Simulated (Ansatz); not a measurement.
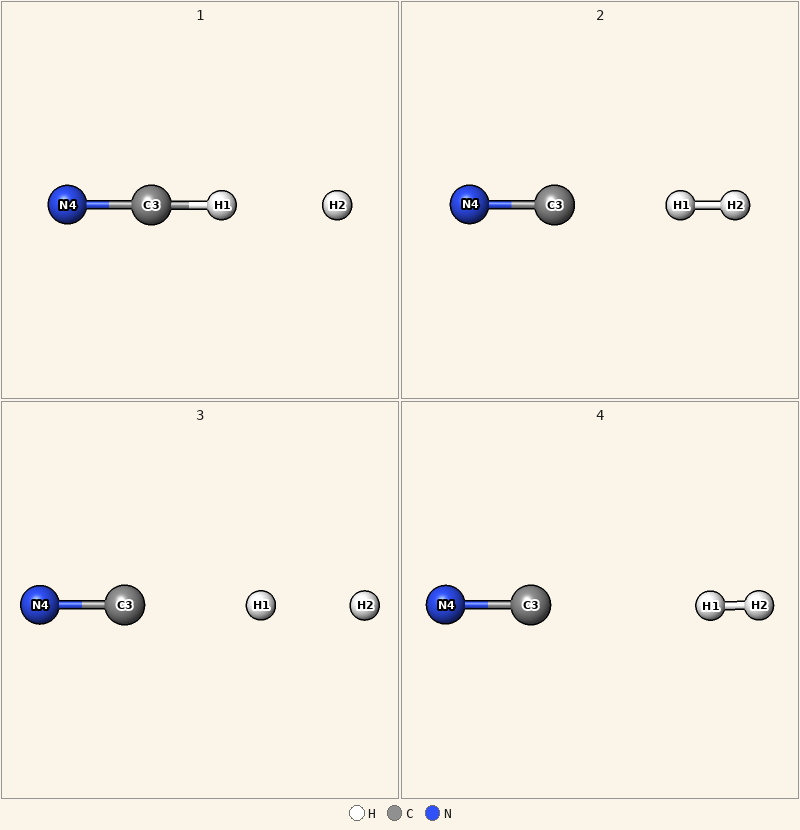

The reacting system CH2N (fragments H₂ + CN where the first distance is long, CHN + H where the second is long), spin multiplicity 2. The first coordinate is: distance H1–C3 (bond that forms); the second: distance H1–H2 (bond that breaks). Relaxed at each point: all other coordinates. The scan uses a 13 × 13 grid. Points are written as (first, second). All energies are given in kJ/mol relative to the lowest grid point. All numbers below come from UKS SPW92 (LDA)/def2-TZVP in Ansatz 0.2.0.

The numbered pictures are structures from this grid.

> Which is the most stable, and how do the others follow?

1, at (0.963 Å, 1.584 Å): 38 kJ/mol; 2, at (1.728 Å, 0.747 Å): 89 kJ/mol; 4, at (2.463 Å, 0.666 Å): 132 kJ/mol; 3, at (1.867 Å, 1.423 Å): 231 kJ/mol.

The map, with the structures marked:

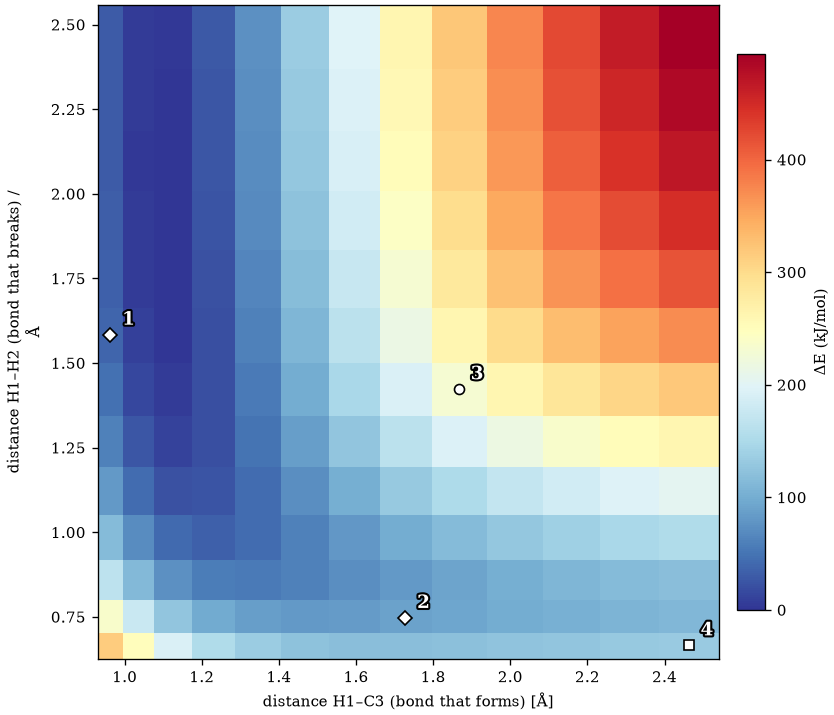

The picture shows one coloured cell a grid point.
